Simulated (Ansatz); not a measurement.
Al$_{2}$BCl$_{3}$H$_{4}$O$_{5}$

The calculation's input:

```
crystal:
  periodic: [false, false, false]
  atoms:
    - {symbol: B, position_ang: [-1.658523, 0.869615, 0.730744]}
    - {symbol: Cl, position_ang: [-1.399264, -0.910145, 1.189781]}
    - {symbol: Cl, position_ang: [-1.671467, 1.019074, -1.203830]}
    - {symbol: Cl, position_ang: [-3.111091, 1.566251, 1.484771]}
    - {symbol: H, position_ang: [-0.059285, 1.574684, 1.855130]}
    - {symbol: O, position_ang: [-0.414125, 1.642908, 0.962443]}
    - {symbol: Al, position_ang: [0.549137, 1.358789, -0.622410]}
    - {symbol: O, position_ang: [1.164303, 2.816800, -1.187847]}
    - {symbol: O, position_ang: [1.267891, -0.142023, -0.513782]}
    - {symbol: Al, position_ang: [0.677707, -1.720769, -0.268261]}
    - {symbol: O, position_ang: [1.355648, -2.760367, 0.891125]}
    - {symbol: O, position_ang: [-0.193162, -2.405414, -1.554094]}
    - {symbol: H, position_ang: [1.930609, 2.892734, -1.752103]}
    - {symbol: H, position_ang: [1.996536, -2.472680, 1.537018]}
    - {symbol: H, position_ang: [-0.434914, -3.329557, -1.548588]}
basis:
  gaussian: {orbitals: def2-TZVPP}
hamiltonian: {xc: pbe0, dispersion: d4}
output: {orbitals: {seedname: orbitals}}
```

Launched as:

```sh
ansatz run in.yaml --threads 4 --pin off --events-out ev --progress --plain --max-ram 66560MiB --backend cuda --devices 0, --max-vram 37GiB
```

The reactant side of a reaction path; geometry: PBE0-D4/def2-TZVP.

These are results of RKS PBE0-D4/def2-TZVPP (Ansatz 0.2.0), not measurements.

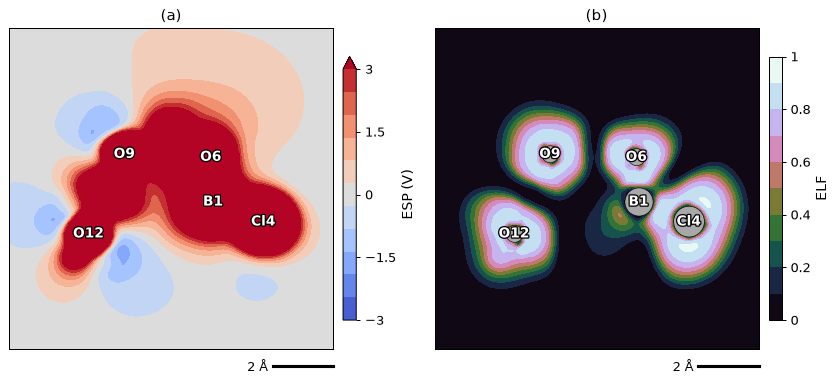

Figure 1. (a) molecular electrostatic potential; (b) electron localisation function on the plane of atoms Cl4, B1 and O6. Grey discs cover the atomic cores in the ELF map.

Question: Read the bonding off the picture.

Answer: The section cuts through B, Cl and O sites. B–O (1.48 Å): the ELF peaks at about 0.90 between the atoms: a polar covalent bond. B–Cl (1.78 Å): the ELF peaks at about 0.90 between the atoms, as expected for a polar covalent bond. The ELF also peaks beside O12, Cl4 and O9, away from the bonds: lone-pair regions. Outside the dense part of the molecule the potential is most negative (−1.6 V) near O12.

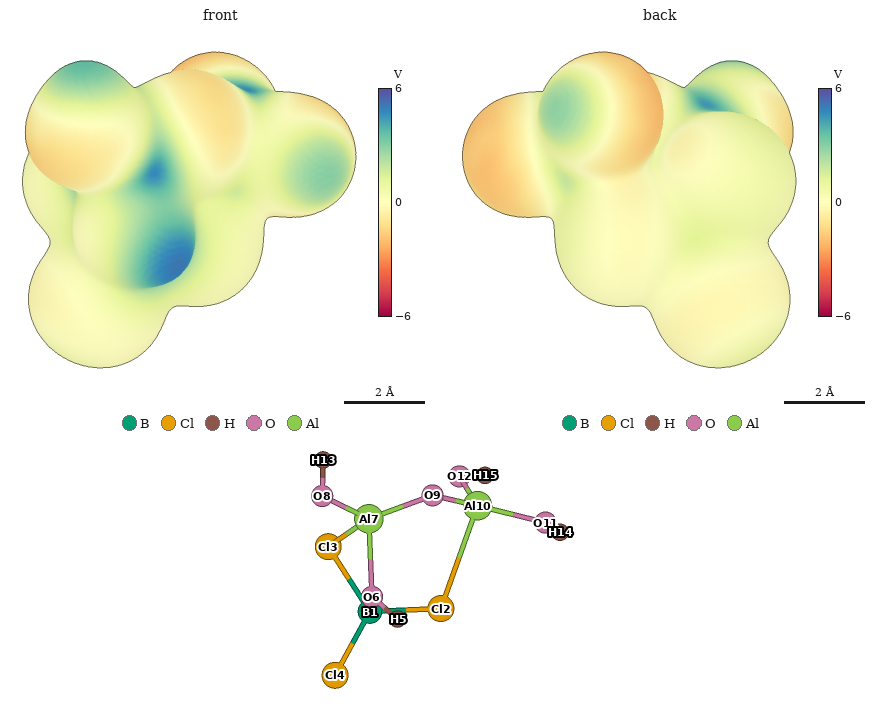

Figure 2. The molecular electrostatic potential painted on the density surface at 0.004 e/bohr³, seen from the front and from behind; red is negative and blue positive. The bare structure is drawn below in the same view.

Question: Which sites attract a positive test charge, and which a negative one?

Answer: A positive charge is drawn to the negative regions and a negative charge to the positive ones. The most negative region (about −2.0 V) lies over O11 and O12, the most positive (about +4.9 V) over H5. Cl4 shows a σ-hole: about +0.7 V at the tip opposite its bond, against about −0.1 V on its flanks.

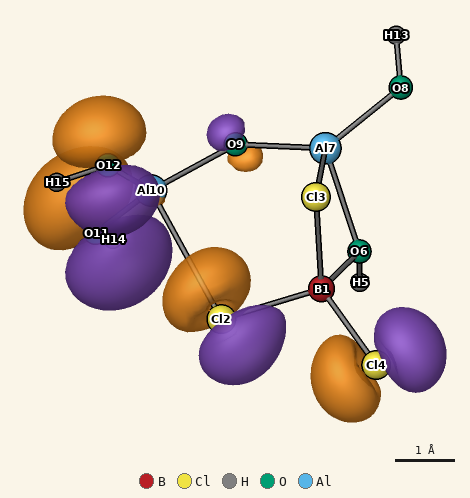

Figure 3. The HOMO−1 at ±0.1 Å⁻³ᐟ² (orange and purple are the two phases), seen at an oblique angle.

Question: Where does this orbital lie, and at what energy?

Answer: Its weight (Hirshfeld) is mainly on O11 (about 45 %), O12 (about 15 %), Cl2 (about 10 %) and Cl4 (about 10 %); largely a combination of lone pairs on O11, O12, Cl2 and Cl4. Its energy is −8.70 eV.
